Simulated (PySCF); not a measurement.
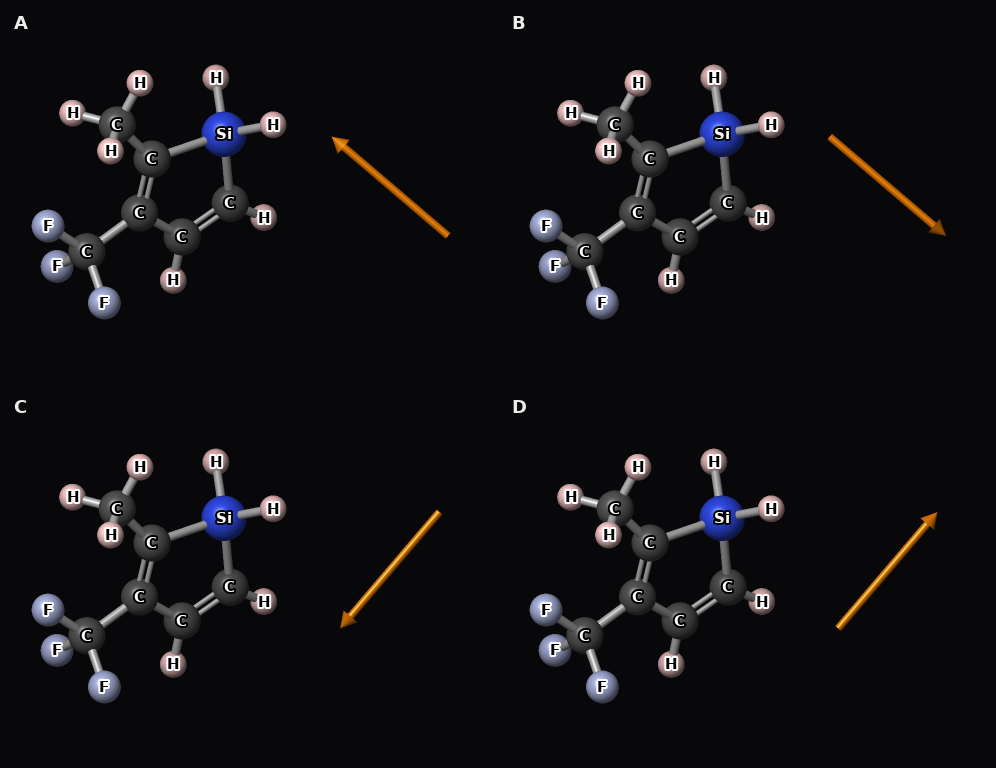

The same molecule four times, each with an arrow. The computed structure is the end point of a PBE0-D3(BJ)/def2-SVP optimisation. No frequency run is at hand to confirm it as a minimum. Level of theory: PBE0/pcSseg-1 in cyclohexane (IEF-PCM) (PySCF 2.14.0).

### Which arrow points along the dipole moment, from the negative to the positive end?

D. The dipole moment is 2.31 D.
